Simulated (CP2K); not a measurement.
Consider 2-silyloxazole at its PBE geometry (Å).

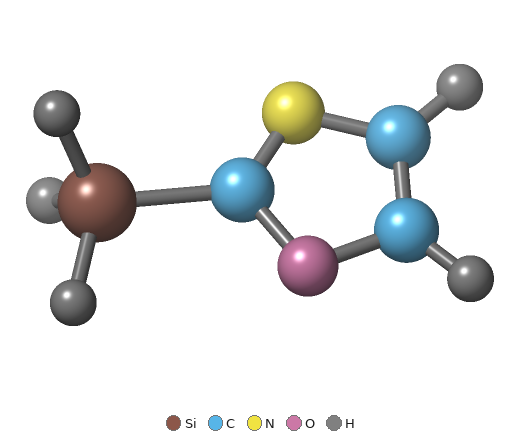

The molecule (silicon brown, carbon blue, nitrogen yellow, oxygen pink, hydrogen grey).

```xyz
11

Si    2.0842    0.0422    0.1569
C     0.2159   -0.0517    0.0605
N    -0.5805   -0.7082    0.8691
C    -1.8677   -0.4494    0.4117
C    -1.8001    0.3694   -0.6757
O    -0.4784    0.6430   -0.9294
H     2.4688    0.6520    1.4577
H     2.6516   -1.3297    0.0664
H     2.5744    0.8797   -0.9686
H    -2.7442   -0.8695    0.8933
H    -2.5239    0.8222   -1.3420
```

Method: CP2K XAS_TDP, all-electron GAPW, PBEh(45%), aug-pc-1, TDA, GW2X-corrected core level, no relativity.

Q: Where do the N K-edge lines lie, and how strong are they?

Leading lines: N3 399.49 eV. The leading line of an atom is its first one with 35 % of the strongest within 2.5 eV of its lowest line over the strength cut. Core ionisation energies at this level: N3 405.09 eV.

The first six lines of each atom with a strength over 0.0015:

```
              atom  energy (eV)  states  strength, one atom  above the computed threshold
N3 (bonded to 2 C)       399.49       1              0.0506                              
                         402.86       1              0.0053                              
                         403.97       1              0.0022                              
                         404.91       1              0.0051                              
                         404.98       1              0.0015                              
                         405.21       1              0.0022                           yes
```

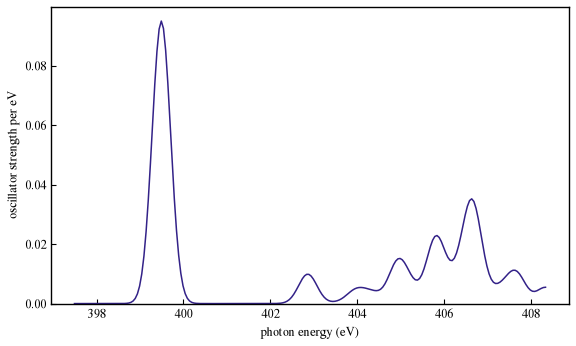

All atoms added, broadened by 0.5 eV.

Lines are vertical, at one geometry, with no vibrational structure. GW2X ionisation energies and lines can be off by 1 to 2 eV either way, and a good line position may hide errors that cancel. These values hold no scalar relativity, about 0.2 eV for N 1s. Rydberg lines, and the discretised continuum above threshold, depend on the basis and the box.

[Banner, clock and machine lines of the logs are left out without a mark of their own.]

[Logs are printed without paths, hosts, clocks, repeated set-up lines and the standing remarks that a program may print on its own settings, such as how far it seeks lower states.]

[Hosts, paths, dates, database ids (printed as entryN), source tags and the programs' standing remarks are cut or masked in the printed files.]
